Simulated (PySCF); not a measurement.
BSiH5O2: geometry relaxation

BSiH5O2, SMILES OB(O)[SiH3], computed with PBE0-D3(BJ)/def2-SVP geometry optimisation, gas phase (PySCF 2.14.0).

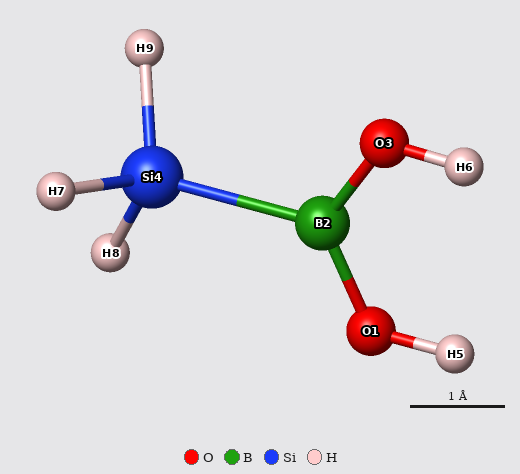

**Figure 1.** The input geometry (ball-and-stick view, seen at a tilt; atoms are numbered from 1 in the order of the input). Bond lengths as drawn: B–O 1.32 to 1.36 Å, B–Si 2.01 Å, H–O 0.94 to 0.98 Å and H–Si 1.44 to 1.47 Å.

**Input file**
```
{"job": {"xc": "PBE0", "basis": "def2-SVP", "d3": "d3bj", "grid": 2, "kind": "geom", "shake": 0.01}, "charge": 0, "multiplicity": 1}
O     -1.208957     1.136687    -0.236627
B     -0.571117    -0.005820    -0.037513
O     -1.232688    -1.185582     0.103300
Si     1.434756     0.020621     0.061974
H     -2.192171     1.129117    -0.291222
H     -2.176674    -1.181126     0.068459
H      1.923099    -0.122381     1.439452
H      2.031642     1.255595    -0.452539
H      2.036358    -1.070258    -0.663833
```

The first line tells a small driver script what to run in PySCF; the rest is the geometry in Å.

Run as:
```bash
OMP_NUM_THREADS=1 python <driver script> task.json out
```

**Output**
```
step   0  E = -467.33842942  max force = 0.036747
step   1  E = -467.34318464  max force = 0.010760
step   2  E = -467.34334085  max force = 0.001850
step   3  E = -467.34334282  max force = 0.001688
step   4  E = -467.34335668  max force = 0.000233
optimisation converged
```

**Trajectory as extended XYZ (Å, eV, eV/Å), 5 frames, from step=0 to step=4**
```
9
Properties=species:S:1:pos:R:3:forces:R:3 step=0 energy=-12716.92641
O    -1.2090    1.1367   -0.2366   -1.5664   1.8896  -0.3665
B    -0.5711   -0.0058   -0.0375   -0.1324  -1.2310   0.1510
O    -1.2327   -1.1856    0.1033    1.3210  -0.5858   0.1454
Si    1.4348    0.0206    0.0620   -0.2373   0.2640   0.2932
H    -2.1922    1.1291   -0.2912    1.0443  -0.1626   0.0974
H    -2.1767   -1.1811    0.0685   -1.0155   0.1800  -0.0631
H     1.9231   -0.1224    1.4394    0.0803  -0.0407   0.6282
H     2.0316    1.2556   -0.4525    0.1237   0.5770  -0.2523
H     2.0364   -1.0703   -0.6638    0.3822  -0.8903  -0.6333
9
Properties=species:S:1:pos:R:3:forces:R:3 step=1 energy=-12717.05580
O    -1.2294    1.1784   -0.2310    0.5533  -0.1849   0.0372
B    -0.5744   -0.0044   -0.0361    0.1572   0.2765  -0.0222
O    -1.1955   -1.2008    0.1234   -0.1875  -0.1205   0.0083
Si    1.4644    0.0093    0.0575   -0.1706   0.0866   0.0431
H    -2.1818    1.0999   -0.2464   -0.5209   0.0152  -0.0154
H    -2.1615   -1.1755    0.0953    0.0856  -0.0034   0.0022
H     1.9117   -0.1350    1.4828    0.0136   0.0087  -0.0328
H     2.0274    1.2871   -0.4828    0.0208  -0.0222   0.0164
H     2.0413   -1.1312   -0.7138    0.0484  -0.0561  -0.0368
9
Properties=species:S:1:pos:R:3:forces:R:3 step=2 energy=-12717.06005
O    -1.2281    1.1724   -0.2301    0.0014  -0.0469   0.0054
B    -0.5701   -0.0053   -0.0346   -0.0645   0.0952  -0.0143
O    -1.1992   -1.2012    0.1236   -0.0080  -0.0782   0.0105
Si    1.4626    0.0104    0.0577   -0.0448   0.0123   0.0003
H    -2.1917    1.1018   -0.2466    0.0674   0.0111   0.0011
H    -2.1635   -1.1711    0.0938    0.0234   0.0109  -0.0010
H     1.9151   -0.1325    1.4798    0.0085   0.0018  -0.0013
H     2.0313    1.2854   -0.4804    0.0084  -0.0027   0.0023
H     2.0458   -1.1321   -0.7142    0.0082  -0.0035  -0.0029
9
Properties=species:S:1:pos:R:3:forces:R:3 step=3 energy=-12717.06011
O    -1.2218    1.1753   -0.2305   -0.0868  -0.0695   0.0084
B    -0.5739   -0.0063   -0.0341    0.0415   0.0146  -0.0032
O    -1.1953   -1.2076    0.1248   -0.0149   0.0426  -0.0063
Si    1.4567    0.0108    0.0575    0.0081  -0.0063  -0.0064
H    -2.1861    1.1152   -0.2482    0.0589   0.0100   0.0004
H    -2.1592   -1.1818    0.0954   -0.0206   0.0008  -0.0006
H     1.9123   -0.1312    1.4786    0.0068  -0.0004   0.0052
H     2.0274    1.2850   -0.4802    0.0051   0.0030  -0.0012
H     2.0423   -1.1316   -0.7144    0.0019   0.0051   0.0037
9
Properties=species:S:1:pos:R:3:forces:R:3 step=4 energy=-12717.06048
O    -1.2248    1.1722   -0.2301    0.0010  -0.0120   0.0019
B    -0.5727   -0.0066   -0.0342   -0.0039   0.0066  -0.0013
O    -1.1988   -1.2053    0.1244    0.0045  -0.0007   0.0004
Si    1.4587    0.0108    0.0575    0.0004  -0.0027  -0.0011
H    -2.1877    1.1090   -0.2471    0.0000   0.0038  -0.0005
H    -2.1627   -1.1752    0.0943   -0.0046   0.0022  -0.0004
H     1.9154   -0.1310    1.4786    0.0018   0.0003   0.0005
H     2.0297    1.2851   -0.4803    0.0004   0.0007  -0.0004
H     2.0451   -1.1310   -0.7142    0.0005   0.0018   0.0011
```

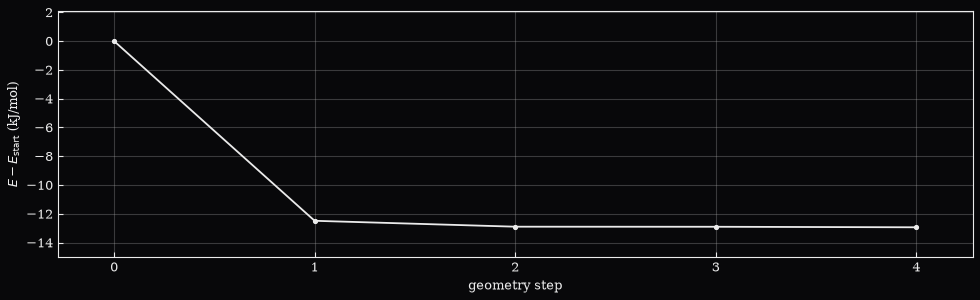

**Figure 2.** Progress of the relaxation, step by step (steps are counted from 0).

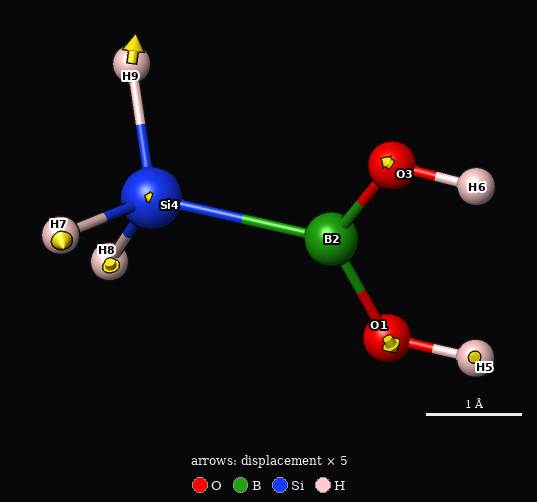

**Figure 3.** The starting structure with the displacements as yellow arrows, magnified 5 times (ball-and-stick view, seen at a tilt). The two geometries are laid on each other by the best rigid fit. The atom that moves furthest after the best rigid fit is H9 (0.067 Å). Largest moves by element: H 0.067 Å, O 0.047 Å, Si 0.018 Å, B 0.012 Å. Among the contacts that change: Si4–H9 1.442 → 1.498 Å, O1–B2 1.324 → 1.361 Å, Si4–H8 1.465 → 1.496 Å, Si4–H7 1.468 → 1.499 Å. Among the angles that change: B2–O1–H5 118.9° → 115.1°, H7–Si4–H9 105.1° → 107.3°. The energy falls by 12.9 kJ/mol in 4 geometry steps. The largest force component goes from 1.9 to 0.012 eV/Å. (Atoms are counted from 1 in the order of the input.)

**Key numbers**

| quantity | value |
| --- | --- |
| outcome | converged |
| total energy | −467.343357 hartree |
| dipole moment | 3.72 D |
| point group | C1 |
| hardware | 1 CPU thread, shared host |
| wall time | 21 s |
| peak memory | 0.43 GiB |
